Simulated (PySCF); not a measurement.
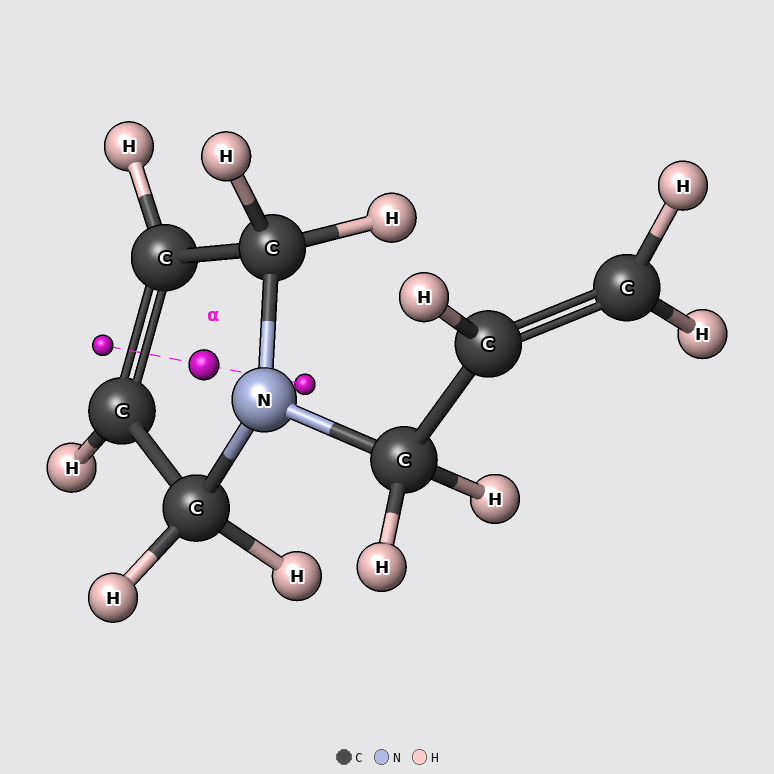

The small points mark where nucleus-independent chemical shifts (NICS) were computed: at the centre of each lettered ring and 1 Å above and below it. Geometry: a frame of a GFN2-xTB molecular-dynamics simulation, not a minimum. Level of theory: GIAO PBE0/pcSseg-1 NMR shielding, non-relativistic, gas phase (PySCF 2.14.0).

Give NICS(0), NICS(1) and the out-of-plane component NICS(1)zz for each ring (means of the two sides).

```tsv
ring	members	NICS(0)	NICS(1)	NICS(1)zz
α	C4N	−3.5	−2.6	−2.0
```

Values in ppm.

Question: What do the values say about the ring currents?

Answer: Ring α: weak, as in a non-aromatic ring. NICS is one index among several.
